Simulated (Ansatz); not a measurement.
## Computed energy against volume: V (bcc, W type)

V (bcc, W type)

```
V
1.0
   -1.49869     1.49869     1.49869
    1.49869    -1.49869     1.49869
    1.49869     1.49869    -1.49869
V
1
Direct
  0.00000   0.00000   0.00000
```

Equation-of-state scan: isotropic scaling of the cell above, V₀ being its volume. Symmetry pins the atoms to their sites.

Computed with PBE (plane waves to 420 eV, PAW, scalar-relativistic; Ansatz, a quantum-chemistry and plane-wave program). k mesh 22×22×22 (Γ-centred), Fermi-Dirac smearing 0.05 eV. E stands for the smeared free energy. The PAW data are Ansatz's earlier set. V is run without spin polarisation. V was relaxed with its symmetry unable to fall. ΔE is measured from the relaxed starting cell.

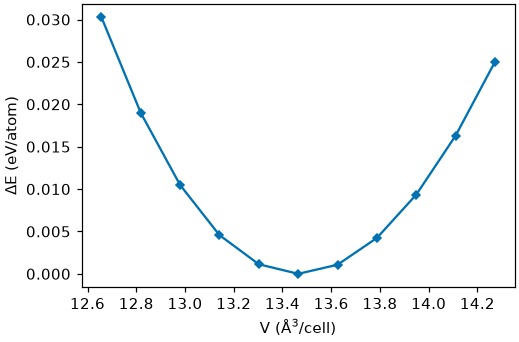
*ΔE (eV/atom) against V (Å³/cell); markers are the computed points, lines only join them.*

The bulk modulus B₀ (third-order Birch-Murnaghan fit) is 182 GPa and the equilibrium volume of the fit is 13.46 Å³/atom. The energy cost of the largest expansion is 25 meV/atom. The pressure derivative B₀′ (fit) is 3.8 and the pressure for 5 % compression (fit) comes out as 10.3 GPa.

P = (3B₀/2)(x⁷ − x⁵)[1 + ¾(B₀′ − 4)(x² − 1)] with x = (1/0.95)^(1/3), B₀ = 182 GPa and B₀′ = 3.77.

(Under strain, the slope of the energy per volume gives the stress and its curvature an elastic modulus.)
